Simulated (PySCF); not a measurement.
## A study: Cl₄Zr, SMILES `Cl[Zr](Cl)(Cl)Cl`

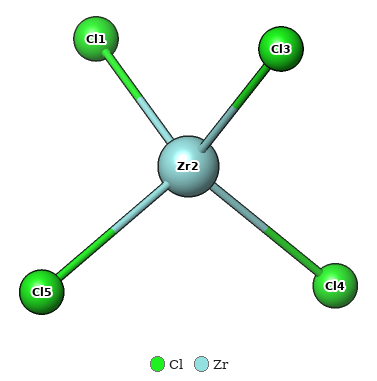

The molecule, with its atoms numbered as below. No frequency check shows the geometry to be a minimum.

Cartesian coordinates (Å):

```
Cl1     -1.2732    1.2996   -1.3254
Zr2     -0.0008    0.0001   -0.0004
Cl3      1.2741    1.2993    1.3262
Cl4      1.3275   -1.2994   -1.2725
Cl5     -1.3265   -1.2998    1.2725
```

## 1. Bonding charge

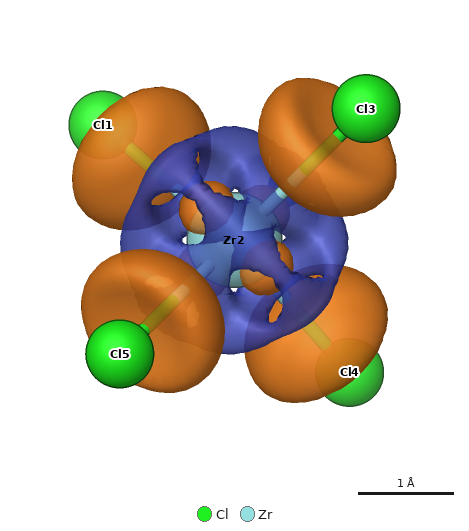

Deformation density (molecule less spherical, spin-averaged free atoms at the same positions), surfaces at ±0.06 e/Å³; orange: gain, blue: loss.

Method: PBE0/def2-TZVP; geometry: GFN2-xTB; program: PySCF. Core potentials replace the inner electrons of Zr; spin–orbit coupling isn't included. This is a single-reference result, which may miss multireference character in this system.

How much density has each bond gained at its critical point, relative to the free atoms?

Answer. Cl1–Zr2, Zr2–Cl5, Zr2–Cl4 and Zr2–Cl3: +0.12 e/Å³ at the bond critical point (bond length 2.25 Å, Mayer order 1.1). In all, 1.1 electrons gather in the regions of gain relative to the promolecule. A small or negative value marks a very polar bond, one between electron-rich atoms, whose free-atom densities already overlap strongly, a long bond to a heavier atom, or a closed-shell contact such as a hydrogen bond.

Where do the Hirshfeld charges lie?

Answer. The highest Hirshfeld charge is on Zr2 (+0.56 e), the lowest on Cl1, Cl3, Cl4 and Cl5 (−0.14 e).

## 2. Bond critical points

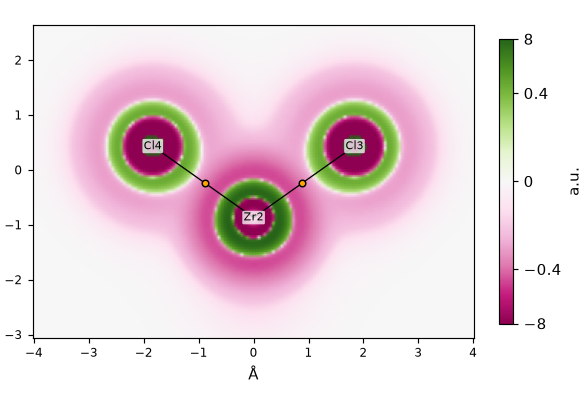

Negative Laplacian of the density (−∇²ρ) in the plane of Zr2, Cl3 and Cl4 (green positive, pink negative, colour scale in a.u., logarithmic beyond ±0.04), with bond paths and bond critical points (dots).

Sort the bonds in the plane by the sign of ∇²ρ at their critical points.

Answer. At none is it concentrated. Depleted (∇²ρ > 0): Zr2–Cl4 and Zr2–Cl3 (+0.27 a.u., H = −0.039). A positive Laplacian with negative H is typical of metal–ligand bonds.

## 3. Electrostatic potential

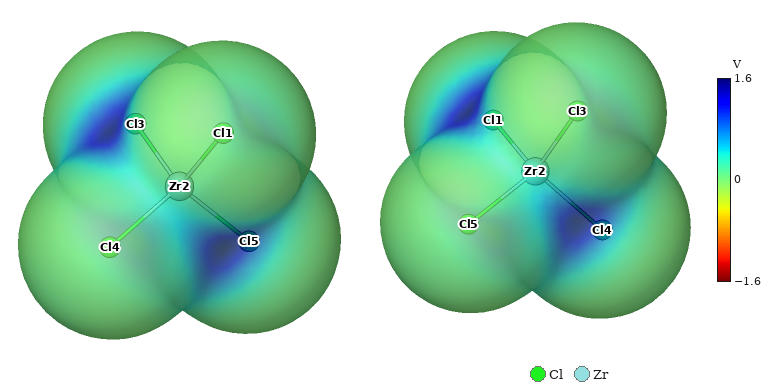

Electrostatic potential on the surface of electron density 0.001 a.u. (back view left, front view right).

Where are the extremes of the potential on the surface?

Answer. Highest: 1.60 V, 2.3 Å from Zr2. Further maxima include 0.06 V, 2.0 Å from Cl1. Lowest: −0.03 V, 2.1 Å from Cl3, and at like points elsewhere. The surface is sampled at points, so like sites can differ by a few per cent and only the strongest of them is named.

Does Cl1 carry a σ-hole?

Answer. Yes: a local maximum of +0.06 V lies on the extension of the Zr2–Cl1 bond.

What volume does the surface enclose, and what is the dipole moment?

Answer. About 156 Å³; the dipole moment is 0.0 D.

## 4. In an electric field

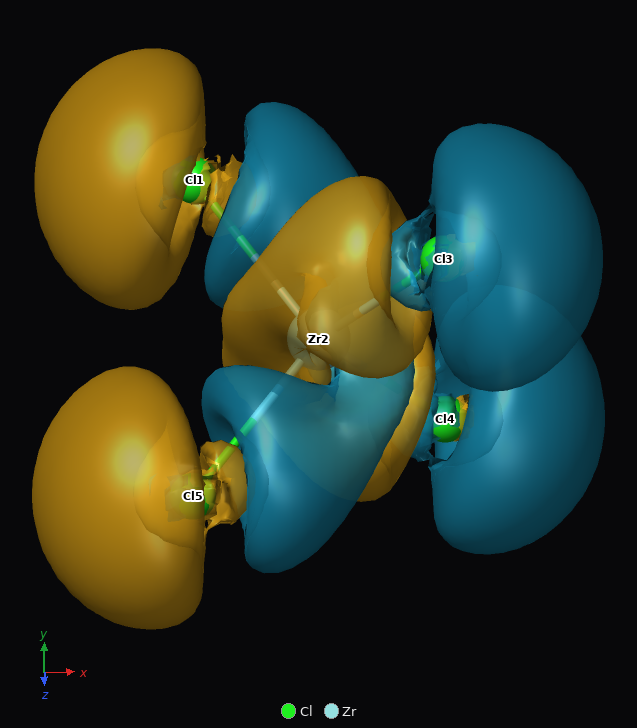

Change of the electron density in a uniform field of 0.21 V/Å, surfaces at ±0.001 e/Å³ (yellow: gain, teal: loss).

PySCF calculation, PBE0/def2-TZVP, gas phase; geometry: GFN2-xTB. Core potentials replace the inner electrons of Zr; spin–orbit coupling isn't included. This is a single-reference result, which may miss multireference character in this system. A basis without diffuse functions makes polarisabilities too small.

Along which Cartesian direction does the field point?

Answer. Along +x: electrons gather on the −x side, against the field.

How large is the response?

Answer. The induced dipole is 0.87 D (along the field); α along this axis, from the fields in both directions, is 85 bohr³ (12.6 Å³).

Which atoms gain and lose the most charge?

Answer. Electrons gather most on Cl1 and Cl5 alike (Hirshfeld charge changes by −0.016 e) and leave Cl3 and Cl4 alike most (+0.016 e); 0.069 electrons are displaced in all.

The PySCF runs shown took 11 s and 27 s on 1 thread of Intel(R) Xeon(R) 6975P-C (Granite Rapids) (shared host).
